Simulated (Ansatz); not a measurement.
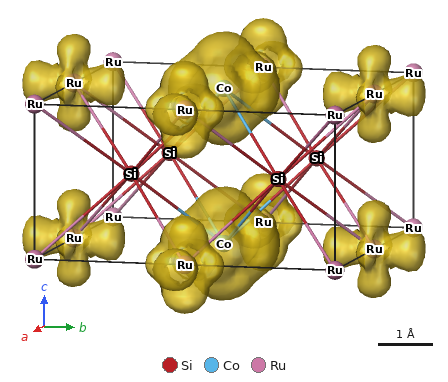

CoSi4Ru3. Isosurface of the spin density (up minus down) at +0.015 e/Å³ (yellow), seen slightly off an axis. Sticks mark near contacts.

Space group P4/mmm; a structure generated by program, which may or may not match a known phase; spin-polarised.

These are results of Ansatz 0.2.0, DFT PBE, scalar-relativistic, plane waves, PAW, not measurements.

Core electrons are frozen (PAW), and the valence fields are smoothed inside the atomic spheres.

```
CELL_PARAMETERS angstrom
5.79519 0.00000 0.00000
0.00000 5.79519 0.00000
0.00000 0.00000 2.92405
ATOMIC_POSITIONS crystal
Si 0.74464 0.74464 0.50000
Si 0.74464 0.25536 0.50000
Si 0.25536 0.74464 0.50000
Si 0.25536 0.25536 0.50000
Co 0.50000 0.50000 0.00000
Ru 0.00000 0.00000 0.00000
Ru 0.00000 0.50000 0.00000
Ru 0.50000 0.00000 0.00000
```

Q: Describe the spin distribution.

A: The spin density sits on Co: +0.6 μB in one cell of 8 atoms, with smaller moments on other sites: Ru (up to +0.06 μB): parallel main moments, as they must be, since the calculation's own cell holds one magnetic site. The cell of the calculation (8 atoms) carries 0.7 μB of net spin moment.
